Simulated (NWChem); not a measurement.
# C2H2F2OTi (SMILES C#[C][Ti]([OH])([F])[F]) at 5 levels

Wanted: a comparison of 5 runs (HF/STO-3G, HF/3-21G, HF/6-31G**, B3LYP/6-31G*) of C2H2F2OTi. 

The calculation is run with NWChem 7.3.0.

## Step 1: Starting point

C2H2F2OTi: 8 atoms, total charge 0, spin state singlet. SMILES: `C#[C][Ti]([OH])([F])[F]`. Geometry: relaxed at PBE0-D4/def2-TZVP. This is one conformer, not always the lowest.

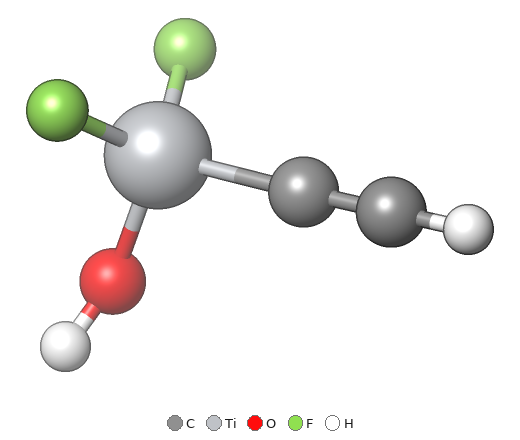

Viewed from a chosen angle; carbon grey, titanium light grey, oxygen red, fluorine green, hydrogen white.

## Step 2: Energy and forces at HF/STO-3G (run 1)

The input, c2h2f2oti.nw:

```
START c2h2f2oti
TITLE "C2H2F2OTi gradient"
memory stack 880 mb heap 220 mb global 1100 mb
charge 0

GEOMETRY units angstrom noautosym nocenter noautoz
 C        1.390800      -1.352800      -1.371000
 C        0.781700      -0.555600      -0.688200
 Ti      -0.200100       0.795400       0.450900
 O       -1.850300       0.211200       0.648400
 F       -0.201100       2.344200      -0.360300
 F        0.613600       0.882700       1.994400
 H        1.928600      -2.051200      -1.972400
 H       -2.370900      -0.331100       1.242500
END

BASIS "ao basis" spherical bse
 * library STO-3G
END

SCF
 thresh 1e-08
 maxiter 80
 print medium
END

TASK scf gradient
```

The run is started by

```bash
$ nwchem c2h2f2oti.nw > c2h2f2oti.out
```

Standard output:

```text
[...]
  functions       =    45
[...]
  wavefunction    = RHF
[...]
         Total SCF energy =  -1185.936086088172
      One-electron energy =  -2340.901003107741
      Two-electron energy =    799.084219557111
 Nuclear repulsion energy =    355.880697462457
        Time for solution =      5.3s
[...]
                         RHF ENERGY GRADIENTS
    atom               coordinates                        gradient
                 x          y          z           x          y          z
   1 C       2.628231  -2.556421  -2.590814    0.041027  -0.053573  -0.045825
   2 C       1.477199  -1.049932  -1.300509   -0.049173   0.058496   0.052150
   3 Ti     -0.378134   1.503088   0.852077    0.016089  -0.032477  -0.028837
   4 O      -3.496560   0.399110   1.225298   -0.043393  -0.025651   0.014068
   5 F      -0.380024   4.429896  -0.680868    0.000268   0.042384  -0.024549
   6 F       1.159536   1.668061   3.768870    0.022759  -0.000335   0.044567
   7 H       3.644526  -3.876206  -3.727296    0.000210   0.000395   0.000063
   8 H      -4.480351  -0.625688   2.347985    0.012214   0.010761  -0.011638
[...]
```

Run time: 8.1 s. Hardware: 1 thread of Intel Xeon Platinum 8488C (Sapphire Rapids), shared host; peak memory 0.097 GiB.

## Step 3: Energy and forces at HF/3-21G (run 2)

The input, run.py:

```python
from ase import Atoms
from ase.calculators.nwchem import NWChem

molecule = Atoms(['C', 'C', 'Ti', 'O', 'F', 'F', 'H', 'H'], positions=[
    [1.390800, -1.352800, -1.371000],
    [0.781700, -0.555600, -0.688200],
    [-0.200100, 0.795400, 0.450900],
    [-1.850300, 0.211200, 0.648400],
    [-0.201100, 2.344200, -0.360300],
    [0.613600, 0.882700, 1.994400],
    [1.928600, -2.051200, -1.972400],
    [-2.370900, -0.331100, 1.242500],
])

calc = NWChem(
    label='run',
    theory='scf',
    memory='2200 mb',
    basis='3-21G',
    basispar='spherical bse',
    scf={'nopen': '0', 'rhf': None, 'thresh': '1e-08', 'maxiter': '80'},
)
molecule.calc = calc

forces = molecule.get_forces()
print("Total energy (eV):", round(molecule.get_potential_energy(), 6))
print("forces (eV/A):")
for s, f in zip(molecule.symbols, forces):
    print(f"{s:2s} {f[0]:10.5f} {f[1]:10.5f} {f[2]:10.5f}")
print("dipole (e A):", molecule.get_dipole_moment().round(4))
```

The run is started by

```bash
$ export ASE_NWCHEM_COMMAND="nwchem PREFIX.nwi > PREFIX.nwo"
$ python run.py
```

Standard output:

```text
Total energy (eV): -32467.343488
forces (eV/A):
C    -0.46126    0.56184    0.48306
C     0.63043   -0.62082   -0.54322
Ti   -0.49622    0.20163   -0.15385
O     1.51726    0.43030    0.28987
F     0.03281   -0.94632    0.61532
F    -0.53104    0.02736   -0.90868
H    -0.31198    0.40171    0.34566
H    -0.38001   -0.05569   -0.12814
dipole (e A): [-0.2119 -0.524   0.1131]
```

The calculator wrote run.nwi:

```
title "run"

permanent_dir run

scratch_dir run

start run

geometry units angstrom nocenter noautosym noautoz
  C  1.3908000000000000e+00 -1.3528000000000000e+00 -1.3710000000000000e+00
  C  7.8169999999999995e-01 -5.5559999999999998e-01 -6.8820000000000003e-01
  Ti -2.0010000000000000e-01 7.9540000000000000e-01 4.5090000000000002e-01
  O  -1.8503000000000001e+00 2.1120000000000000e-01 6.4839999999999998e-01
  F  -2.0110000000000000e-01 2.3441999999999998e+00 -3.6030000000000001e-01
  F  6.1360000000000003e-01 8.8270000000000004e-01 1.9944000000000000e+00
  H  1.9286000000000001e+00 -2.0512000000000001e+00 -1.9723999999999999e+00
  H  -2.3708999999999998e+00 -3.3110000000000001e-01 1.2424999999999999e+00
end

memory 2200 mb

basis spherical bse noprint
   * library 3-21G
end

scf
  nopen 0
  rhf
  thresh 1e-08
  maxiter 80
end

task scf gradient
```

run.nwo:

```text
Northwest Computational Chemistry Package (NWChem) 7.3.0
             --------------------------------------------------------

           Job information
           ---------------

    nwchem branch   = 7.3.0
    use scalapack   = T
    input           = run.nwi
    prefix          = run.
    data base       = run/run.db
    status          = startup
    nproc           =        1

           Memory information
           ------------------

[... 5 lines left out ...]
    hardfail = no
[... 136 lines left out ...]
         Quadratically convergent ROHF
[... 16 lines left out ...]
       Final RHF  results
[... 4 lines left out ...]
      Two-electron energy =    797.616489622664
[... 50 lines left out ...]
                       ROHF Final Molecular Orbital Analysis
[... 313 lines left out ...]
                 ----------------------------------------
                 |  Time  |  1-e(secs)   |  2-e(secs)   |
                 ----------------------------------------
                 |  CPU   |       0.00   |       1.97   |
                 ----------------------------------------
                 |  WALL  |       0.00   |       1.97   |
                 ----------------------------------------

 Task  times  cpu:       10.3s     wall:       10.3s
 Total times  cpu:       10.3s     wall:       10.3s
```

Run time: 11 s. Hardware: 1 thread of Intel Xeon Platinum 8488C (Sapphire Rapids), shared host; peak memory 0.097 GiB.

## Step 4: Energy and gradient at HF/6-31G(d,p) (spherical functions) (run 3)

The input, nw.nw:

```
start nw
title "C2H2F2OTi gradient"
memory 2200 mb
geometry units au noautosym nocenter noautoz
 C      2.62823109    -2.55642150    -2.59081452
 C      1.47719891    -1.04993183    -1.30050952
 Ti    -0.37813420     1.50308816     0.85207751
 O     -3.49656025     0.39911016     1.22529842
 F     -0.38002392     4.42989598    -0.68086832
 F      1.15953595     1.66806125     3.76886978
 H      3.64452580    -3.87620623    -3.72729581
 H     -4.48035167    -0.62568832     2.34798471
end
basis spherical bse
 * library 6-31G**
end
scf
 thresh 1e-08
 maxiter 80
end
task scf gradient
```

The run is started by

```bash
$ nwchem nw.nw > nw.out
```

Standard output:

```text
[...]
  functions       =   114
[...]
  wavefunction    = RHF
[...]
         Total SCF energy =  -1199.105817840547
      One-electron energy =  -2354.345197447385
      Two-electron energy =    799.358707625181
 Nuclear repulsion energy =    355.880671981657
        Time for solution =     62.1s
[...]
                         RHF ENERGY GRADIENTS
    atom               coordinates                        gradient
                 x          y          z           x          y          z
   1 C       2.628231  -2.556422  -2.590815    0.011316  -0.014648  -0.012549
   2 C       1.477199  -1.049932  -1.300510   -0.016919   0.019959   0.017613
   3 Ti     -0.378134   1.503088   0.852078    0.008476  -0.007859  -0.006259
   4 O      -3.496560   0.399110   1.225298   -0.003320   0.005146  -0.012060
   5 F      -0.380024   4.429896  -0.680868   -0.000478   0.012959  -0.007645
   6 F       1.159536   1.668061   3.768870    0.006875  -0.000126   0.012775
   7 H       3.644526  -3.876206  -3.727296    0.003831  -0.004819  -0.004192
   8 H      -4.480352  -0.625688   2.347985   -0.009781  -0.010611   0.012317
[...]
```

It took 79 s on 1 thread of Intel Xeon Platinum 8488C (Sapphire Rapids), shared host; peak memory 0.11 GiB.

Run 4 isn't shown in full; the table further down has it.

## Step 5: Energy and forces at B3LYP/6-31G(d) (spherical functions) (run 5)

The input, run.py:

```python
from ase import Atoms
from ase.calculators.nwchem import NWChem

system = Atoms(['C', 'C', 'Ti', 'O', 'F', 'F', 'H', 'H'], positions=[
    [1.390800, -1.352800, -1.371000],
    [0.781700, -0.555600, -0.688200],
    [-0.200100, 0.795400, 0.450900],
    [-1.850300, 0.211200, 0.648400],
    [-0.201100, 2.344200, -0.360300],
    [0.613600, 0.882700, 1.994400],
    [1.928600, -2.051200, -1.972400],
    [-2.370900, -0.331100, 1.242500],
])

calc = NWChem(
    label='job',
    theory='dft',
    memory='2200 mb',
    basis='6-31G*',
    basispar='spherical bse',
    dft={'xc': 'b3lyp', 'mult': '1', 'grid': 'fine', 'convergence': 'energy 1e-08', 'iterations': '100', 'mulliken': None},
)
system.calc = calc

forces = system.get_forces()
print("Total energy (eV):", round(system.get_potential_energy(), 6))
print("forces (eV/A):")
for s, f in zip(system.symbols, forces):
    print(f"{s:2s} {f[0]:10.5f} {f[1]:10.5f} {f[2]:10.5f}")
print("dipole (e A):", system.get_dipole_moment().round(4))
```

The run is started by

```bash
$ export ASE_NWCHEM_COMMAND="nwchem PREFIX.nwi > PREFIX.nwo"
$ python run.py
```

Standard output:

```text
Total energy (eV): -32704.478481
forces (eV/A):
C     0.46861   -0.62030   -0.52852
C    -0.50507    0.69723    0.58544
Ti    0.13807    0.13035    0.07785
O     0.19576    0.29732   -0.31943
F     0.00478   -0.22014    0.13622
F    -0.11056    0.01347   -0.22873
H     0.02427   -0.03060   -0.02720
H    -0.21587   -0.26729    0.30442
dipole (e A): [-0.2221 -0.4204  0.1145]
```

The calculator wrote job.nwi:

```
title "job"

permanent_dir job

scratch_dir job

start job

geometry units angstrom nocenter noautosym noautoz
  C  1.3908000000000000e+00 -1.3528000000000000e+00 -1.3710000000000000e+00
  C  7.8169999999999995e-01 -5.5559999999999998e-01 -6.8820000000000003e-01
  Ti -2.0010000000000000e-01 7.9540000000000000e-01 4.5090000000000002e-01
  O  -1.8503000000000001e+00 2.1120000000000000e-01 6.4839999999999998e-01
  F  -2.0110000000000000e-01 2.3441999999999998e+00 -3.6030000000000001e-01
  F  6.1360000000000003e-01 8.8270000000000004e-01 1.9944000000000000e+00
  H  1.9286000000000001e+00 -2.0512000000000001e+00 -1.9723999999999999e+00
  H  -2.3708999999999998e+00 -3.3110000000000001e-01 1.2424999999999999e+00
end

memory 2200 mb

basis spherical bse noprint
   * library 6-31G*
end

dft
  xc b3lyp
  mult 1
  grid fine
  convergence energy 1e-08
  iterations 100
  mulliken
end

task dft gradient
```

job.nwo:

```text
Northwest Computational Chemistry Package (NWChem) 7.3.0
             --------------------------------------------------------

           Job information
           ---------------

    nwchem branch   = 7.3.0
    use scalapack   = T
    input           = job.nwi
    prefix          = job.
    data base       = job/job.db
    status          = startup
    nproc           =        1

           Memory information
           ------------------

[... 5 lines left out ...]
    hardfail = no
[... 107 lines left out ...]
  convergence criterion.
[... 44 lines left out ...]
          Spatial weights used:  Erf1
[... 32 lines left out ...]
 1-e energy   =   -2353.964709
[... 43 lines left out ...]
           Coulomb energy =      883.635720840395
[... 825 lines left out ...]
          Convergence on density requested:  1.00D-05
[... 30 lines left out ...]
          total energy or number of iterations.
[... 36 lines left out ...]
                 ----------------------------------------
                 |  Time  |  1-e(secs)   |  2-e(secs)   |
                 ----------------------------------------
                 |  CPU   |       0.01   |      13.07   |
                 ----------------------------------------
                 |  WALL  |       0.01   |      13.07   |
                 ----------------------------------------

 Task  times  cpu:      118.6s     wall:      118.6s
 Total times  cpu:      118.7s     wall:      118.7s
```

Wall time 2 min (1 thread of Intel Xeon Platinum 8488C (Sapphire Rapids), shared host); peak memory 0.14 GiB.

## Step 6: All runs side by side

| run | level | Cartesian functions | iteration cap | energy (Eh) | dipole moment (D) | HOMO energy (eV) | LUMO energy (eV) | wall time |
| --- | --- | --- | --- | --- | --- | --- | --- | --- |
| 1 | HF/STO-3G | no | 80 | -1185.936086 | 1.76 | -8.46 | 7.18 | 8.1 s |
| 2 | HF/3-21G | no | 80 | -1193.152876 | 2.77 | -11.15 | 1.49 | 11 s |
| 3 | HF/6-31G** (spherical functions) | no | 80 | -1199.105818 | 2.53 | -10.95 | 1.51 | 79 s |
| 4 | B3LYP/6-31G* (Cartesian functions) | yes | 100 | -1201.883527 | – | – | – | 2.2 min |
| 5 | B3LYP/6-31G* (spherical functions) | no | 100 | -1201.867426 | 2.35 | -7.79 | -2.69 | 2 min |

## Step 7: Summary of results

```
                       quantity           value
            run 5: total energy  -1201.86743 Eh
           run 5: dipole moment          2.35 D
             run 5: HOMO energy        -7.79 eV
             run 5: LUMO energy        -2.69 eV
           run 5: HOMO–LUMO gap         5.09 eV
run 5: largest force on an atom      1.041 eV/Å
```

**Reading.** Over runs 1, 2, 3, 5 the dipole moment (its size) runs from 1.76 D (HF/STO-3G) to 2.77 D (HF/3-21G). Over runs 1, 2, 3, 5 the HOMO–LUMO gap runs from 5.09 eV (B3LYP/6-31G*) to 15.63 eV (HF/STO-3G). The two ends differ in method and basis. In run 1 the basis is minimal, so the values are rough. All runs together took 5.8 min, the longest 2.2 min.
